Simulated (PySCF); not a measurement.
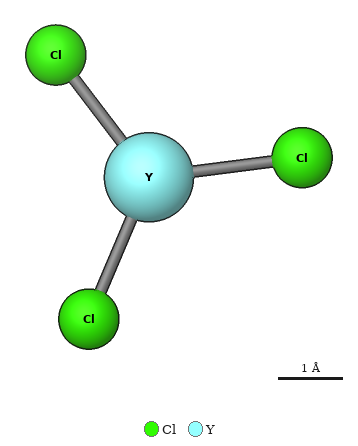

**Figure 1.** The input geometry (ball-and-stick view, seen on its broad side). Sticks mark near contacts. Bond lengths as drawn: Cl–Y 2.43 Å.

Run report: YCl3, single-point calculation

YCl3, SMILES [Cl][Y]([Cl])[Cl], computed with BHLYP/def2-SVP, RKS, core potentials def2-svp (PySCF 2.14.0).

The geometry comes from this level: PBE0-D4/def2-TZVP.

What the program printed:
```
converged SCF energy = -1418.69342202589
E = -1418.6934220259 Eh
```

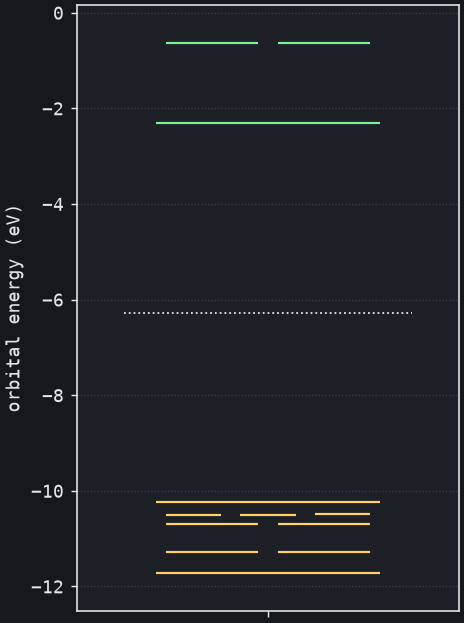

**Figure 2.** Orbital energies near the frontier; the dotted line parts filled from empty levels, and levels within 0.02 eV of each other stand side by side. Highest filled −10.23 eV, lowest empty −2.31 eV, 7.92 eV apart.

This output came from the following input.

Input file (job.py):
```python
# [Cl][Y]([Cl])[Cl]
from pyscf import gto, dft

mol = gto.M(
    atom='''
Cl    -3.424921    -1.876101     2.430679
Y     -0.000170    -0.000019     0.000359
Cl     4.330704    -1.395827     0.671854
Cl    -0.905651     3.271947    -3.102874
''',
    basis='def2-svp',
    max_memory=1860,
    verbose=3,
    unit='bohr',
    ecp={'Y': 'def2-svp'},
)

mf = dft.RKS(mol, xc='bhandhlyp')
mf.grids.level = 5
mf.conv_tol = 1e-10
mf.kernel()
if not mf.converged:
    mf = mf.newton().run(mf.mo_coeff, mf.mo_occ)

etot = mf.e_tot
print('E = %.10f Eh' % etot)
```

Launch command:
```bash
OMP_NUM_THREADS=1 python job.py
```

Key numbers:

| quantity | value |
| --- | --- |
| outcome | converged |
| total energy | −1418.693422 hartree |
| basis functions | 85 |
| HOMO | −10.23 eV |
| LUMO | −2.31 eV |
| dipole moment | 0.00 D |
| hardware | 1 thread of Arm Neoverse V2, 24 GiB of memory available, shared host |
| wall time | 13 s |
| peak memory | 0.42 GiB |
